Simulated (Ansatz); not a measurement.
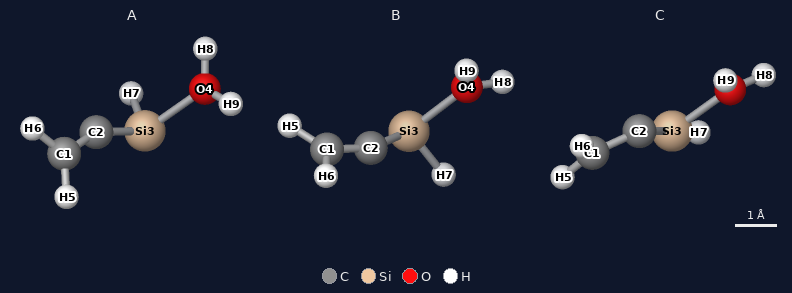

3 geometries from a converged minimum-energy path of C₂H₅OSi (charge +1), shuffled. The picture is a ball-and-stick view, seen from a free direction.

These are results of Ansatz 0.2.0, RKS BLYP-D4/def2-SVP, not measurements. Settings: 7 movable images; climbing image; force threshold 0.05 eV/Å; iteration limit 60; starting path through a guess of the saddle point.

Question: Which frame is the transition state?

Answer: C. In order along the path, whose images run from 0 to 8: B (image 2, +1.1 kcal/mol), C (image 4, +28.4 kcal/mol), A (image 8, 0.0 kcal/mol). The motion is an edge inversion through a T-shaped arrangement: the angle C2–Si3–H7 opens from 114° to 178° on the way. No bond forms or breaks between the ends. Among the angles between lasting bonds that change up to the highest image: C2–Si3–H7 114.3° → 177.5°, C1–C2–Si3 157.4° → 134.6°.

The run took 100 s on 1 thread of AMD EPYC 9R45 96-Core Processor (Zen 5), on a shared host, peak memory 0.13 GiB.
